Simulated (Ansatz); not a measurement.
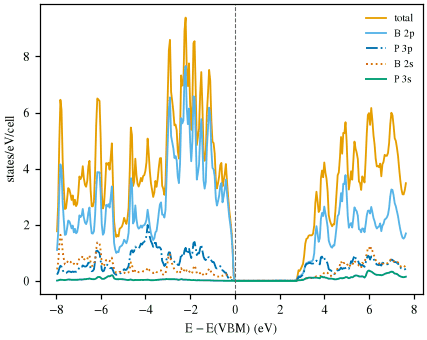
*Total and projected density of states of B₆P in space group R-3m (No. 166; B on 18h, B on 18h, P on 6c), the program Ansatz at the r²SCAN level (PAW)*

### Question
Which orbitals carry the states next to the gap?

### Answer
Top 1 eV of the valence band: B 2p 84 %, P 3p 10 %, B 2s 5 %. Bottom 1 eV of the conduction band: B 2p 48 %, P 3p 34 %, B 2s 6 %, P 3s 6 %, outside the projected shells 6 %. Projections are on Löwdin-orthogonalised atomic valence shells; empty p or d shells of many metals are not among them.

### Question
Where is the tallest occupied peak in this window, and what makes it?

### Answer
Near -2.2 eV, about 9.4 states/eV per cell; the largest projected share is B 2p.

The first step of the workflow began from a Materials Project structure, measured or hypothetical; the Crystallography Open Database copy checked does not list it. Its standing as an ambient phase is unchecked. The cell was relaxed with r²SCAN under the symmetry of its start; whether a distortion lowers the energy is not shown.

Potentials: the later of the program's two PAW sets.
